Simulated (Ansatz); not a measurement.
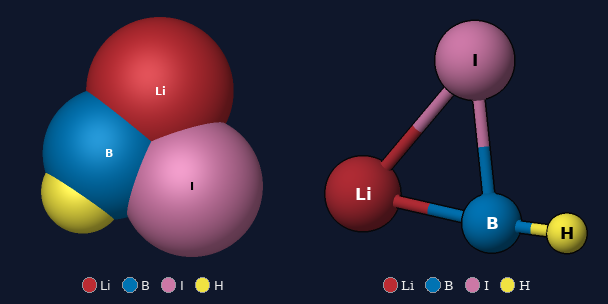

Two views of one molecule.

Computed geometry: PBE0-D4/def2-TZVP optimisation. No frequency run is at hand to confirm it as a minimum.

**Which formula does it have?**

BHILi, 4 atoms: 1 boron, 1 hydrogen, 1 iodine and 1 lithium.

**How many atoms are distinct by symmetry?**

4: 1 Li, 1 B, 1 I, 1 H.

**How many bonds of each kind are drawn?**

1 B–Li, 1 I–Li, 1 B–I, 1 B–H. Sticks follow a distance rule.

**What is the point group of this geometry?**

Cs.

More results for the same structure follow; atom numbers are the same in all pictures, views and colours differ.

Electronic properties

No frequency run is at hand to confirm it as a minimum. Properties computed with RKS PBE0-D4/def2-TZVPP, core potentials on I (Ansatz 0.2.0).

What does the calculation give?

- HOMO energy (Kohn–Sham orbital): −5.45 eV
- LUMO energy (Kohn–Sham orbital): −1.61 eV
- HOMO–LUMO gap: 3.84 eV

Dipole moment

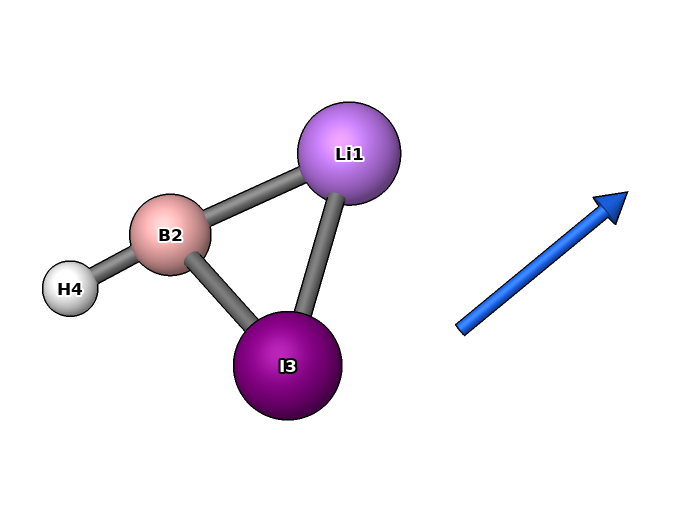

The arrow beside the molecule shows the direction of the dipole moment, from the negative to the positive end (its length means nothing). No frequency run is at hand to confirm it as a minimum. Properties computed with RKS PBE0-D4/def2-TZVP, core potentials on I (Ansatz 0.2.0).

**How large is the dipole moment?**

4.24 D; it points from the side of H4 to the side of Li1 (the outermost atoms at the two ends).

Charges

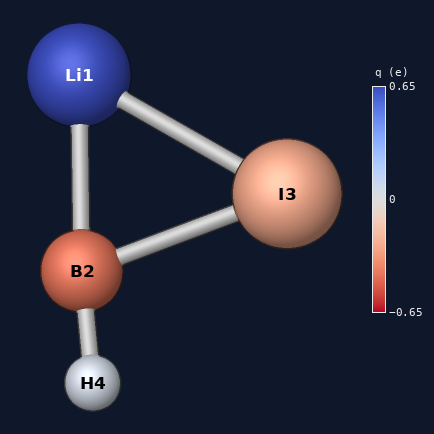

Atoms are coloured by their Mulliken charges. No frequency run is at hand to confirm it as a minimum. Level of theory: RKS PBE0-D4/def2-TZVP, core potentials on I (Ansatz 0.2.0).

**Which atom carries the highest charge (most positive or least negative)?**

Li1 (0.64 e).

**And the lowest?**

B2 (−0.42 e).

List the Mulliken charges.

| atom | value (e) |
| --- | --- |
| Li1 | 0.64 |
| B2 | −0.42 |
| I3 | −0.26 |
| H4 | 0.04 |

Mulliken values depend strongly on the basis set and can even reverse the polarity of a bond.
